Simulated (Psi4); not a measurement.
**One shape, several levels: Si2H5OF (SMILES O[SiH](F)[SiH3])**

Aim: a comparison of 4 runs (HF/STO-3G, DSD-PBEP86/6-31G*, HSE06/6-31G*, wB97X-V/6-31G*) of Si2H5OF. 

Program for the calculation: Psi4 1.11.

2 further runs of the same task are left out: 2 set aside as unsound or not needed.

## Step 1: Starting point

Si2H5OF has 9 atoms, charge 0, and is taken as a singlet. SMILES: `O[SiH](F)[SiH3]`. The Si4–H9 distance was set to 1.709 Å, away from the relaxed value.

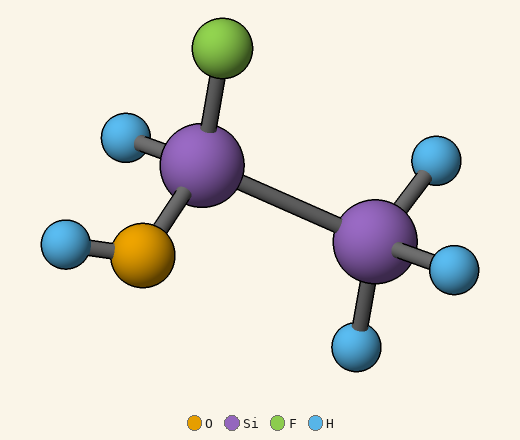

The structure, seen from a chosen angle (oxygen amber, silicon purple, fluorine green, hydrogen blue).

## Step 2: Energy and forces at HF/STO-3G (run 1)

Contents of job.dat:

```
memory 1.6 GB

molecule mol {
  O     -0.505408    -0.768958     1.658927
  Si    -0.944408    -0.318758     0.148527
  F     -1.888508     0.975642     0.210227
  Si     1.022092     0.212942    -1.000873
  H     -1.163408    -1.163758     2.233827
  H     -1.777508    -1.373558    -0.489773
  H      0.685792     0.702442    -2.364373
  H      1.868792    -1.003358    -1.123073
  H      1.887800     1.425600    -0.163800
  symmetry c1
}

set puream true
set e_convergence 1e-09
set d_convergence 1e-08
set scf_type pk

gradient('hf/STO-3G')
print_variables()
```

Run with:

```console
$ psi4 job.dat job.out -n 1
```

job.out:

```text
[...]
  Running in c1 symmetry.
[...]
  Nuclear repulsion =  226.960616980602964
[...]
  Multiplicity = 1
[...]
  Nalpha       = 25
  Nbeta        = 25
[...]
    Number of basis functions: 33
[...]
   @RHF iter   1:  -745.90501120877843   -2.97856e+00   9.79844e-03 ADIIS/DIIS
[...]
   @RHF iter  10:  -745.99818081958222   -2.04636e-12   4.88058e-09 DIIS
[...]
  @RHF Final Energy:  -745.99818081958222
   => Energetics <=
    Nuclear Repulsion Energy =            226.9606169806029641
    One-Electron Energy =               -1494.3850681648493719
    Two-Electron Energy =                 521.4262703646642194
    Total Energy =                       -745.9981808195822168
[...]
  -Total Gradient:
     Atom            X                  Y                   Z
    ------   -----------------  -----------------  -----------------
       1       -0.034497246247    -0.008330088970    -0.006716254900
       2       -0.004866736012     0.019376678993     0.042305669964
       3        0.008442603202    -0.009949715551    -0.004950561955
       4       -0.034128942367    -0.044287863972    -0.031756428039
       5        0.025887030025     0.008731391849    -0.006445521070
       6       -0.018493726581    -0.019133240756    -0.011540699239
       7       -0.009451711697     0.009980919019    -0.029818561289
       8        0.016614327833    -0.028300917110    -0.001785725310
       9        0.050494401842     0.071912836499     0.050708081836
[...]
```

It took 1.2 s on 1 thread of AMD EPYC 9R45 (Zen 5), shared host; peak memory 0.18 GiB.

## Step 3: The energy at DSD-PBEP86/6-31G(d) (density fitting for correlation, spherical functions) (run 2)

Contents of input.in:

```
memory 1600 MB

molecule {
  0 1
  O     -0.95508270    -1.45312002     3.13491769
  Si    -1.78467247    -0.60236532     0.28067535
  F     -3.56876290     1.84369618     0.39727145
  Si     1.93147395     0.40240206    -1.89137586
  H     -2.19852249    -2.19918390     4.22132124
  H     -3.35900330    -2.59564844    -0.92553683
  H      1.29595906     1.32742300    -4.46801743
  H      3.53150506    -1.89607182    -2.12230039
  H      3.56742498     2.69399356    -0.30953714
  units au
  symmetry c1
}

set basis 6-31G*
set reference rks
set puream true
set e_convergence 1e-09
set d_convergence 1e-08
set scf_type pk
set dft_radial_points 99
set dft_spherical_points 590
set num_frozen_docc 12

result, w = energy('dsd-pbep86', return_wfn=True)
```

Run with:

```console
$ psi4 -n 1 input.in input.out
```

input.out:

```text
[...]
  Running in c1 symmetry.
[...]
  Nuclear repulsion =  226.960617093929073
[...]
  Multiplicity = 1
[...]
  Nalpha       = 25
  Nbeta        = 25
[...]
    Number of basis functions: 74
[...]
   @RKS iter   1:  -755.79079256667853   -8.47860e-01   7.08613e-03 DIIS/ADIIS
[...]
   @RKS iter  11:  -755.90569545522396    3.41061e-13   2.41427e-09 DIIS
[...]
  @RKS Final Energy:  -755.90569545522396
   => Energetics <=
    Nuclear Repulsion Energy =            226.9606170939290735
    One-Electron Energy =               -1500.6846684193437795
    Two-Electron Energy =                 535.6621323894529496
    DFT Exchange-Correlation Energy =     -17.8437765192622706
    Empirical Dispersion Energy =           0.0000000000000000
    VV10 Nonlocal Energy =                  0.0000000000000000
    Total Energy =                       -755.9056954552239631
[...]
 Multipole Moments:
 ------------------------------------------------------------------------------------
     Multipole            Electronic (a.u.)      Nuclear  (a.u.)        Total (a.u.)
 ------------------------------------------------------------------------------------
 L = 1.  Multiply by 2.5417464519 to convert [e a0] to [Debye]
 Dipole X            :         -5.0636280            4.7796756           -0.2839524
 Dipole Y            :          1.6026081           -2.3238545           -0.7212464
 Dipole Z            :          2.2556803           -2.1849399            0.0707404
 Magnitude           :                                                    0.7783506
[...]
```

It took 7.8 s on 1 thread of AMD EPYC 9R45 (Zen 5), shared host; peak memory 1.1 GiB.

Run 3 isn't shown in full; the table further down has it.

## Step 4: A single-point energy at wB97X-V/6-31G(d) (spherical functions) (run 4)

Contents of fh5osi2.inp:

```
memory 1600 mb

molecule geom {
  0 1
  O
  Si 1 1.636065
  F 2 1.60331 1 110.15924
  Si 2 2.339006 3 109.29643 1 -117.16473
  H 1 0.958823 2 118.86173 3 71.48264
  H 2 1.48798 3 105.01799 1 119.06696
  H 4 1.487226 2 109.58651 6 59.96519
  H 4 1.487017 7 108.82201 2 119.66221
  H 4 1.709 8 109.40302 7 -119.32437
  symmetry c1
  no_reorient
  no_com
}

set {
  basis 6-31G*
  reference rks
  puream true
  e_convergence 1e-09
  d_convergence 1e-08
  scf_type pk
  dft_radial_points 99
  dft_spherical_points 590
}

E, wfn = energy("wb97x-v", return_wfn=True)
```

Run with:

```console
$ psi4 -i fh5osi2.inp -o fh5osi2.out -n 1
```

fh5osi2.out:

```text
[...]
  Running in c1 symmetry.
[...]
  Nuclear repulsion =  226.960609881574698
[...]
  Multiplicity = 1
[...]
  Nalpha       = 25
  Nbeta        = 25
[...]
    Number of basis functions: 74
[...]
   @RKS iter   1:  -756.79644992335034   -7.99163e-01   8.05990e-03 ADIIS/DIIS
[...]
   @RKS iter  11:  -756.93866945216485   -6.82121e-12   4.41693e-09 DIIS
[...]
  @RKS Final Energy:  -756.93866945216485
   => Energetics <=
    Nuclear Repulsion Energy =            226.9606098815746975
    One-Electron Energy =               -1500.7061011372711619
    Two-Electron Energy =                 562.6803022582100766
    DFT Exchange-Correlation Energy =     -46.0791932685323076
    Empirical Dispersion Energy =           0.0000000000000000
    VV10 Nonlocal Energy =                  0.2057128138538067
    Total Energy =                       -756.9386694521648451
[...]
 Multipole Moments:
 ------------------------------------------------------------------------------------
     Multipole            Electronic (a.u.)      Nuclear  (a.u.)        Total (a.u.)
 ------------------------------------------------------------------------------------
 L = 1.  Multiply by 2.5417464519 to convert [e a0] to [Debye]
 Dipole X            :         -3.2354803            2.6045647           -0.6309155
 Dipole Y            :         -4.8134301            5.1212066            0.3077765
 Dipole Z            :         -0.3050324            0.0951415           -0.2098909
 Magnitude           :                                                    0.7326902
[...]
```

Wall time 84 s (1 thread of AMD EPYC 9R45 (Zen 5), shared host); peak memory 1.2 GiB.

## Step 5: All runs side by side

| run | level | task | frozen core orbitals | energy (Eh) | dipole moment (D) | HOMO energy (eV) | LUMO energy (eV) | wall time |
| --- | --- | --- | --- | --- | --- | --- | --- | --- |
| 1 | HF/STO-3G | gradient | 0 | -745.998181 | 1.30 | -8.39 | 9.98 | 1.2 s |
| 2 | DSD-PBEP86/6-31G* (density fitting for correlation, spherical functions) | energy | 12 | -756.175455 | – | -10.16 | 1.90 | 7.8 s |
| 3 | HSE06/6-31G* (spherical functions) | gradient | 0 | -756.715505 | 1.85 | -7.81 | -0.39 | 27 s |
| 4 | wB97X-V/6-31G* (spherical functions) | energy | 0 | -756.938669 | 1.86 | -10.50 | 2.09 | 84 s |

## Step 6: Results

```
            quantity          value
 run 4: total energy  -756.93867 Eh
run 4: dipole moment         1.86 D
  run 4: HOMO energy      -10.50 eV
  run 4: LUMO energy        2.09 eV
run 4: HOMO–LUMO gap       12.59 eV
```

Over runs 1, 3, 4 the dipole moment (its size) runs from 1.30 D (HF/STO-3G) to 1.86 D (wB97X-V/6-31G*). The two ends differ in method and basis. The HOMO–LUMO gap runs from 7.42 eV (HSE06/6-31G*) to 18.38 eV (HF/STO-3G). Totals of different functionals can't be ranked against each other. In run 1 the basis is minimal, so the values are rough. All runs together took 2 min, the longest 84 s.
